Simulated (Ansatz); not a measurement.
# A computed optical spectrum

Method: Ansatz, LDA, independent particles, without spin-orbit coupling, line width 0.15 eV (Gaussian); metals get a typed carrier damping. The response is along the first axis of the cell.

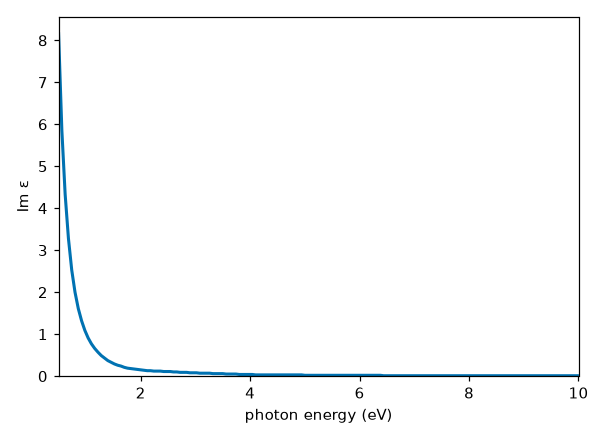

**Question.** All candidates were run at this level. Which one is shown?
A. SiO2 (P3_121)
B. ZnCu2SnS4 (I-4)
C. Na (Im-3m)
D. Li (Im-3m)

**Answer.** C. Na (Im-3m): a metal, with a Drude term. The others: ZnCu2SnS4 (I-4), least direct gap 0.18 eV, ε∞ = 12.35 along the first axis, strongest peak along the first axis at 6.51 eV; SiO2 (P3_121), least direct gap 6.07 eV, ε∞ = 2.62 along the first axis, strongest peak along the first axis at 10.04 eV; Li (Im-3m), a metal, with a Drude term, main peak of the conductivity above 1 eV at 4.55 eV.
